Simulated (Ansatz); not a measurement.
# Geometry relaxation of C2H4BSi (charge +1) (part 1 of 2)

C2H4BSi, charge +1, SMILES C#CB[SiH2+], computed with RKS PBE-D4/cc-pVDZ (Ansatz 0.2.0).

It belongs to a series of runs on one base structure; here: end point B relaxed. Figures and captions count atoms from 1; the log counts them from 0 in places.

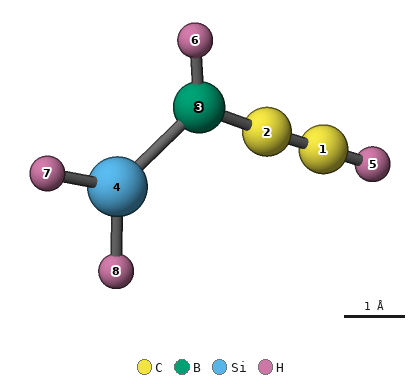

*The starting structure (ball-and-stick view, seen at a tilt; atoms are numbered from 1 in the order of the input).*

Summary:

| quantity | value |
| --- | --- |
| outcome | converged |
| total energy | −10674.5654 eV |
| mean-field energy | −10674.4276 eV |
| largest force (length of the vector) at the end | 0.009 eV/Å |
| hardware | 1 thread of Intel Xeon (Sapphire Rapids), 10 GiB of memory available, shared host |
| wall time | 43 s |
| peak memory | 0.14 GiB |

Input file:
```yaml
crystal:
  periodic: [false, false, false]
  atoms:
    - { symbol: C, position_ang: [0.07089, 1.90113, -1.41585] }
    - { symbol: C, position_ang: [0.04376, 1.16151, -0.45392] }
    - { symbol: B, position_ang: [0.01274, 0.30247, 0.75278] }
    - { symbol: Si, position_ang: [-0.06373, -1.66279, 0.56431] }
    - { symbol: H, position_ang: [0.09319, 2.54902, -2.24869] }
    - { symbol: H, position_ang: [0.03532, 0.8108, 1.81034] }
    - { symbol: H, position_ang: [-0.08058, -2.6618, 1.64028] }
    - { symbol: H, position_ang: [-0.11709, -2.39463, -0.70658] }
total_charge: 1
basis:
  gaussian: { orbitals: cc-pVDZ }
hamiltonian:
  xc: pbe
  dispersion: d4
relax:
  f_tol: 0.015
  max_steps: 40
```

Launched with:
```bash
ansatz run input.yaml --threads 1 --pin off --max-ram 2048MiB --backend cpu --events-out ev --progress --plain --runs-dir out
```

Output:
```
The last accepted step is kept in [file] (removed where the run ends without a failure and the disk answers)
Engine: ansatz 0.2.0, x86_64-unknown-linux-gnu
Functional definition: PBE
  parameter kappa = 0.804
  parameter beta = 0.06672455060314922
  exchange = pbe_x(kappa = kappa, mu = beta*pi^2/3)
  correlation = pbe_c(beta = beta)
984 factors; their error is unknown
mean field evaluation 1: about -10662.9108 eV, gradient 5.6e1 eV
mean field evaluation 2: about -10580.4187 eV, gradient 1.4e2 eV
mean field evaluation 4: about -10670.4482 eV, gradient 3.3e1 eV
mean field evaluation 8: about -10673.4039 eV, gradient 7.9e-2 eV
mean field evaluation 16: about -10673.3748 eV, gradient 4.9e-5 eV
mean field -10673.37477095 eV, -392.2392881592 hartree, gradient 4.9e-5 eV, S^2 0.000000; 1 other end points of the search recorded, 0 dependent functions left out
the calculation of the forces begins
reference -10673.37480748 eV, -392.2392895016 hartree; 17, 17 occupied and 63, 63 virtual orbitals, 984 factors
relax step   1: F+E_penalty+E_count = -10673.50486495 eV  Δ(F+E_penalty+E_count) = +0.000e0 eV  max|allowed force component| = 2.081e0 eV/Å  Δτ_max = 0.0000 Å  (39 SCF iters, accepted)
these checks for a lower state are left out or cut short: starts, cluster_reference, orbital_swaps, neighbouring_geometries, increment
984 factors; their error is unknown
mean field -10673.52838102 eV, -392.2449332252 hartree, gradient 1.1e-5 eV, S^2 0.000000; 0 other end points of the search recorded, 0 dependent functions left out
[... from here on the field's lines of each further geometry are left out, up to the last ...]
relax step   2: F+E_penalty+E_count = -10673.65810716 eV  Δ(F+E_penalty+E_count) = -1.532e-1 eV  max|allowed force component| = 4.993e-1 eV/Å  Δτ_max = 0.0955 Å  (30 SCF iters, accepted)
relax step   3: F+E_penalty+E_count = -10673.67341063 eV  Δ(F+E_penalty+E_count) = -1.530e-2 eV  max|allowed force component| = 1.547e-1 eV/Å  Δτ_max = 0.0421 Å  (29 SCF iters, accepted)
relax step   4: F+E_penalty+E_count = -10673.67587508 eV  Δ(F+E_penalty+E_count) = -2.464e-3 eV  max|allowed force component| = 9.434e-2 eV/Å  Δτ_max = 0.0294 Å  (30 SCF iters, accepted)
relax step   5: F+E_penalty+E_count = -10673.68357249 eV  Δ(F+E_penalty+E_count) = -7.697e-3 eV  max|allowed force component| = 5.882e-2 eV/Å  Δτ_max = 0.1999 Å  (29 SCF iters, accepted)
relax step   6: F+E_penalty+E_count = -10673.68888669 eV  Δ(F+E_penalty+E_count) = -5.314e-3 eV  max|allowed force component| = 2.814e-1 eV/Å  Δτ_max = 0.1954 Å  (30 SCF iters, accepted)
relax step   7: F+E_penalty+E_count = -10673.69793484 eV  Δ(F+E_penalty+E_count) = -9.048e-3 eV  max|allowed force component| = 4.339e-1 eV/Å  Δτ_max = 0.1631 Å  (30 SCF iters, accepted)
relax step   8: F+E_penalty+E_count = -10673.71843419 eV  Δ(F+E_penalty+E_count) = -2.050e-2 eV  max|allowed force component| = 4.351e-1 eV/Å  Δτ_max = 0.1960 Å  (29 SCF iters, accepted)
relax step   9: F+E_penalty+E_count = -10673.75801204 eV  Δ(F+E_penalty+E_count) = -3.958e-2 eV  max|allowed force component| = 2.870e-1 eV/Å  Δτ_max = 0.2000 Å  (29 SCF iters, accepted)
relax step  10: F+E_penalty+E_count = -10673.79680091 eV  Δ(F+E_penalty+E_count) = -3.879e-2 eV  max|allowed force component| = 1.980e-1 eV/Å  Δτ_max = 0.2000 Å  (30 SCF iters, accepted)
relax step  11: F+E_penalty+E_count = -10673.83114414 eV  Δ(F+E_penalty+E_count) = -3.434e-2 eV  max|allowed force component| = 1.630e-1 eV/Å  Δτ_max = 0.1952 Å  (30 SCF iters, accepted)
relax step  12: F+E_penalty+E_count = -10673.86856424 eV  Δ(F+E_penalty+E_count) = -3.742e-2 eV  max|allowed force component| = 1.729e-1 eV/Å  Δτ_max = 0.1901 Å  (29 SCF iters, accepted)
relax step  13: F+E_penalty+E_count = -10673.90695407 eV  Δ(F+E_penalty+E_count) = -3.839e-2 eV  max|allowed force component| = 2.120e-1 eV/Å  Δτ_max = 0.1950 Å  (29 SCF iters, accepted)
relax step  14: F+E_penalty+E_count = -10673.96005357 eV  Δ(F+E_penalty+E_count) = -5.310e-2 eV  max|allowed force component| = 1.831e-1 eV/Å  Δτ_max = 0.1957 Å  (28 SCF iters, accepted)
relax step  15: F+E_penalty+E_count = -10674.00964413 eV  Δ(F+E_penalty+E_count) = -4.959e-2 eV  max|allowed force component| = 2.678e-1 eV/Å  Δτ_max = 0.1948 Å  (27 SCF iters, accepted)
relax step  16: F+E_penalty+E_count = -10674.07597175 eV  Δ(F+E_penalty+E_count) = -6.633e-2 eV  max|allowed force component| = 2.666e-1 eV/Å  Δτ_max = 0.1998 Å  (28 SCF iters, accepted)
relax step  17: F+E_penalty+E_count = -10674.14702058 eV  Δ(F+E_penalty+E_count) = -7.105e-2 eV  max|allowed force component| = 5.403e-1 eV/Å  Δτ_max = 0.1950 Å  (28 SCF iters, accepted)
relax step  18: F+E_penalty+E_count = -10674.23543883 eV  Δ(F+E_penalty+E_count) = -8.842e-2 eV  max|allowed force component| = 7.967e-1 eV/Å  Δτ_max = 0.1952 Å  (29 SCF iters, accepted)
relax step  19: F+E_penalty+E_count = -10674.34104332 eV  Δ(F+E_penalty+E_count) = -1.056e-1 eV  max|allowed force component| = 9.971e-1 eV/Å  Δτ_max = 0.1919 Å  (36 SCF iters, accepted)
relax step  20: F+E_penalty+E_count = -10674.27511415 eV  Δ(F+E_penalty+E_count) = +6.593e-2 eV  max|allowed force component| = 1.307e0 eV/Å  Δτ_max = 0.1951 Å  (35 SCF iters, rejected (line search))
relax step  21: F+E_penalty+E_count = -10674.43870663 eV  Δ(F+E_penalty+E_count) = -9.766e-2 eV  max|allowed force component| = 6.941e-1 eV/Å  Δτ_max = 0.0972 Å  (29 SCF iters, accepted)
relax step  22: F+E_penalty+E_count = -10674.50508844 eV  Δ(F+E_penalty+E_count) = -6.638e-2 eV  max|allowed force component| = 6.709e-1 eV/Å  Δτ_max = 0.0975 Å  (36 SCF iters, accepted)
relax step  23: F+E_penalty+E_count = -10674.53344183 eV  Δ(F+E_penalty+E_count) = -2.835e-2 eV  max|allowed force component| = 5.085e-1 eV/Å  Δτ_max = 0.1139 Å  (27 SCF iters, accepted)
relax step  24: F+E_penalty+E_count = -10674.55032200 eV  Δ(F+E_penalty+E_count) = -1.688e-2 eV  max|allowed force component| = 2.468e-1 eV/Å  Δτ_max = 0.0268 Å  (30 SCF iters, accepted)
relax step  25: F+E_penalty+E_count = -10674.55943804 eV  Δ(F+E_penalty+E_count) = -9.116e-3 eV  max|allowed force component| = 5.901e-1 eV/Å  Δτ_max = 0.0621 Å  (30 SCF iters, accepted)
relax step  26: F+E_penalty+E_count = -10674.56514225 eV  Δ(F+E_penalty+E_count) = -5.704e-3 eV  max|allowed force component| = 6.480e-2 eV/Å  Δτ_max = 0.0307 Å  (30 SCF iters, accepted)
the calculation of the forces begins
reference -10674.42764712 eV, -392.2779806448 hartree; 17, 17 occupied and 63, 63 virtual orbitals, 984 factors
relax step  27: F+E_penalty+E_count = -10674.56541005 eV  Δ(F+E_penalty+E_count) = -2.678e-4 eV  max|allowed force component| = 7.206e-3 eV/Å  Δτ_max = 0.0073 Å  (24 SCF iters, accepted)
```

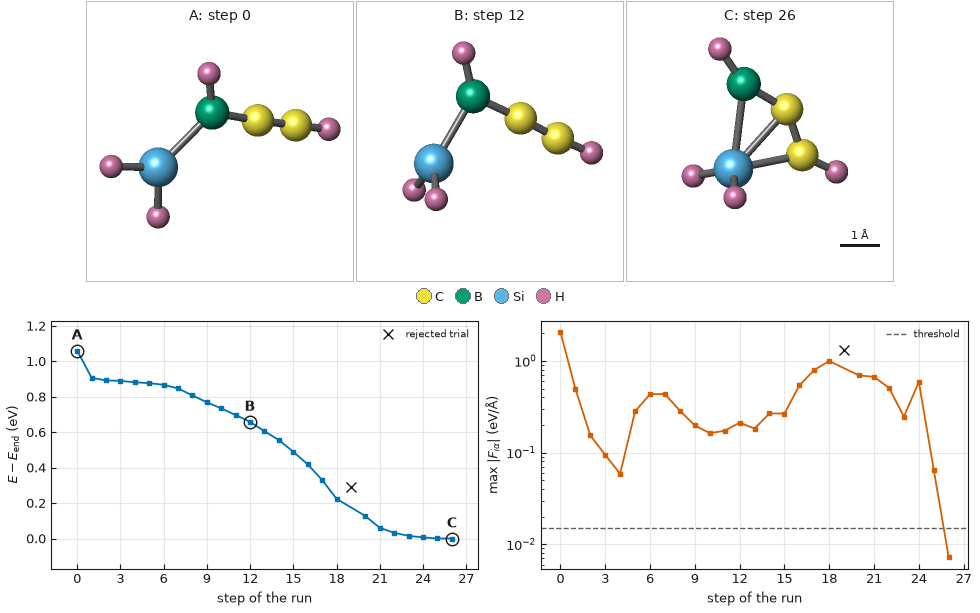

*Frames of the relaxation (ball-and-stick view, seen at a tilt) above the curves, on which the letters mark them (the first geometry is step 0 here and step 1 in the log).*

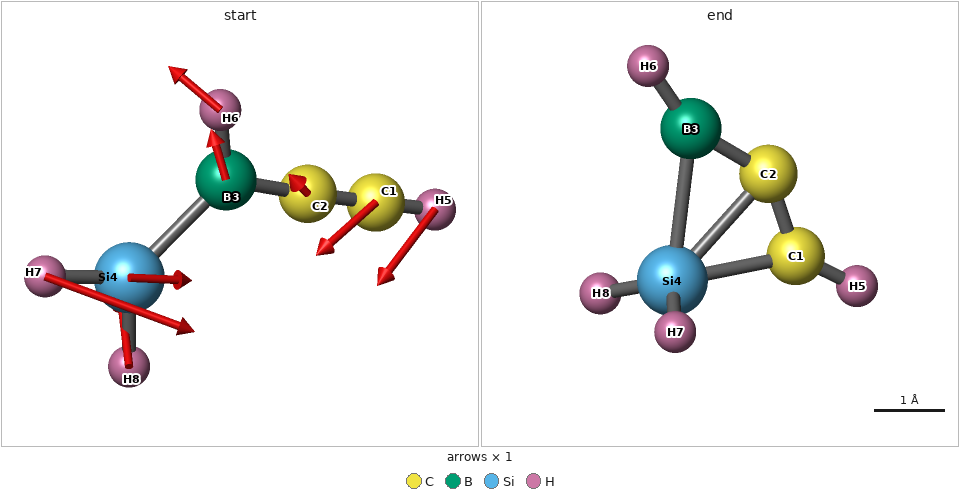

*Before (left) and after (right) the relaxation, at one scale (ball-and-stick view, seen at a tilt). The red arrows give the displacements, at true length.*

The energy falls by 1.061 eV in 26 geometry steps. Largest force component: 2.1 eV/Å at the start, 0.0072 eV/Å at the end. The line search rejected the trial step at point 19 (counted from 0) and went back. The atom that moves furthest after the best rigid fit is H7 (2.29 Å). By element the largest moves are H 2.29 Å, C 1.26 Å, Si 1.03 Å, B 0.76 Å. Distances before and after: C1–Si4 4.079 → 1.938 Å, C2–Si4 3.004 → 2.072 Å, B3–Si4 1.976 → 2.226 Å, C1–C2 1.214 → 1.318 Å. New bonds form: C1–Si4 (4.08 → 1.94 Å), C2–Si4 (3.00 → 2.07 Å). Among the angles that change: C2–B3–Si4 120.0° → 64.7°, C2–C1–H5 179.7° → 138.0°, C2–B3–H6 118.8° → 157.1°. (Atoms are counted from 1 in the order of the input.)

```
984 factors; their error is unknown
mean field -10674.42761277 eV, -392.2779793825 hartree, gradient 8.8e-6 eV, S^2 0.000000; 1 other end points of the search recorded, 0 dependent functions left out
the calculation of the forces begins
reference -10674.42764712 eV, -392.2779806448 hartree; 17, 17 occupied and 63, 63 virtual orbitals, 984 factors
Total energy: -10674.56544440 eV, -392.2830446012 hartree
Atom 0 at     0.375254     0.675483    -1.171334 Å, force     0.001578    -0.002208    -0.006913 eV/Å
Atom 1 at    -0.031539     1.108421     0.004964 Å, force    -0.001036    -0.004050     0.004783 eV/Å
Atom 2 at    -0.455902     0.636297     1.299501 Å, force    -0.001161     0.000710     0.002979 eV/Å
Atom 3 at     0.075013    -0.953666    -0.164657 Å, force    -0.001480     0.007168     0.004687 eV/Å
Atom 4 at     0.689509     1.101395    -2.134740 Å, force    -0.000039     0.001727     0.001439 eV/Å
Atom 5 at    -0.836387     0.715470     2.425348 Å, force     0.002079    -0.001931    -0.007206 eV/Å
Atom 6 at     1.345189    -1.608714     0.265316 Å, force     0.002090    -0.000758     0.000297 eV/Å
Atom 7 at    -1.166638    -1.668976    -0.581730 Å, force    -0.002033    -0.000657    -0.000067 eV/Å
Dipole moment:    -0.003563    -0.006923     0.011090 e Å
```

Trajectory as extended XYZ (Å, eV, eV/Å), 27 frames, from step=1 to step=27:
```
8
Properties=species:S:1:pos:R:3:forces:R:3 step=1 energy=-10673.50487
C     0.0709    1.9011   -1.4159    0.0302   0.9047  -1.2751
C     0.0438    1.1615   -0.4539   -0.0658  -1.9055   2.0807
B     0.0127    0.3025    0.7528    0.0352   0.8865  -0.5797
Si   -0.0637   -1.6628    0.5643   -0.0190  -0.3996  -0.1323
H     0.0932    2.5490   -2.2487    0.0289   0.7734  -0.9743
H     0.0353    0.8108    1.8103    0.0038   0.1242   0.9193
H    -0.0806   -2.6618    1.6403    0.0078  -0.2442   0.6791
H    -0.1171   -2.3946   -0.7066   -0.0212  -0.1396  -0.7176
8
Properties=species:S:1:pos:R:3:forces:R:3 step=2 energy=-10673.65811
C     0.0708    1.8885   -1.4374   -0.0093  -0.1830   0.1442
C     0.0440    1.1498   -0.4399    0.0036  -0.0926   0.0714
B     0.0139    0.3153    0.7838    0.0102   0.4993  -0.1689
Si   -0.0651   -1.6813    0.5452   -0.0035  -0.1608  -0.0267
H     0.0931    2.5377   -2.2993    0.0071   0.1678  -0.2253
H     0.0322    0.7850    1.8869   -0.0009  -0.0545   0.2270
H    -0.0755   -2.6379    1.6950    0.0000  -0.1127   0.0885
H    -0.1189   -2.3513   -0.7917   -0.0072  -0.0635  -0.1101
8
Properties=species:S:1:pos:R:3:forces:R:3 step=3 energy=-10673.67341
C     0.0712    1.8790   -1.4462   -0.0069  -0.1047   0.0504
C     0.0438    1.1605   -0.4317    0.0046   0.0921  -0.0433
B     0.0118    0.3449    0.8030    0.0145   0.1547  -0.0059
Si   -0.0645   -1.6774    0.5410   -0.0107  -0.0509   0.0035
H     0.0942    2.5160   -2.3276    0.0009  -0.0260   0.0288
H     0.0317    0.7819    1.9289   -0.0079  -0.0634  -0.0241
H    -0.0725   -2.6571    1.6831    0.0047  -0.0120  -0.0169
H    -0.1211   -2.3421   -0.8079    0.0009   0.0103   0.0074
8
Properties=species:S:1:pos:R:3:forces:R:3 step=4 energy=-10673.67588
C     0.0714    1.8671   -1.4492   -0.0025  -0.0593  -0.0078
C     0.0460    1.1660   -0.4236    0.0159   0.0943   0.0011
B     0.0160    0.3602    0.8158   -0.0324  -0.0123   0.0192
Si   -0.0667   -1.6693    0.5398    0.0209   0.0022  -0.0006
H     0.0930    2.4898   -2.3409   -0.0008  -0.0268   0.0343
H     0.0262    0.7773    1.9488    0.0084  -0.0153  -0.0419
H    -0.0683   -2.6654    1.6691   -0.0026   0.0036  -0.0220
H    -0.1231   -2.3200   -0.8169   -0.0069   0.0137   0.0178
8
Properties=species:S:1:pos:R:3:forces:R:3 step=5 energy=-10673.68357
C     0.1102    1.8200   -1.4490    0.0063   0.0200  -0.0038
C     0.0558    1.1919   -0.3789    0.0138  -0.0569  -0.0555
B    -0.0313    0.3789    0.8533   -0.0138   0.0436  -0.0230
Si   -0.0659   -1.6414    0.5224   -0.0142  -0.0323   0.0588
H     0.1528    2.4014   -2.3668    0.0031  -0.0040   0.0220
H    -0.0740    0.7865    1.9862   -0.0125  -0.0293   0.0254
H     0.1223   -2.6691    1.6090    0.0271   0.0202  -0.0389
H    -0.2754   -2.2626   -0.8334   -0.0096   0.0387   0.0150
8
Properties=species:S:1:pos:R:3:forces:R:3 step=6 energy=-10673.68889
C     0.1474    1.7858   -1.4510   -0.0028  -0.0530   0.2157
C     0.0615    1.2030   -0.3547    0.0298  -0.0984  -0.2511
B    -0.0807    0.3872    0.8737   -0.0353   0.1295   0.0191
Si   -0.0870   -1.6247    0.5248    0.1147  -0.2422   0.0770
H     0.2137    2.3449   -2.3811    0.0061   0.0026   0.0207
H    -0.1617    0.7902    2.0056   -0.0219  -0.0109   0.0350
H     0.3115   -2.6755    1.5606   -0.0786   0.2457  -0.2814
H    -0.4103   -2.2053   -0.8352   -0.0119   0.0268   0.1649
```
